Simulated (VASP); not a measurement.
Consider the following.

```
Al2Au
1.0
    0.00000     3.02804     3.02804
    3.02804     0.00000     3.02804
    3.02804     3.02804     0.00000
Al Au
2 1
Direct
  0.25000   0.25000   0.25000
  0.75000   0.75000   0.75000
  0.00000   0.00000   0.00000
```

Method: PBE GGA, VASP's PBE PAW potentials (set 64) (plane waves; VASP). Run with 520 eV cut-off, 10×10×10 Γ-centred mesh, tetrahedra with Blöchl corrections, potentials Al Au.

Unless said otherwise, spin-orbit coupling is left out, though it shifts the bands of the heavy elements here.

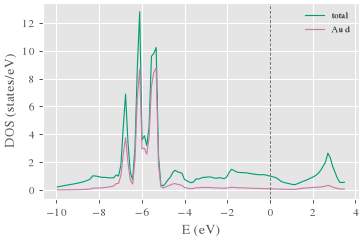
*Total and projected density of states, zero at the Fermi level*

Within 2 eV below the Fermi level the largest weight inside VASP's projection spheres is Au p, then Al p.

It has no gap at this level: it comes out as a metal or semimetal.

The compound is AuAl2 in the fluorite structure. It was relaxed first. The electron count is odd and the run is not spin-polarised, which forces a metal.
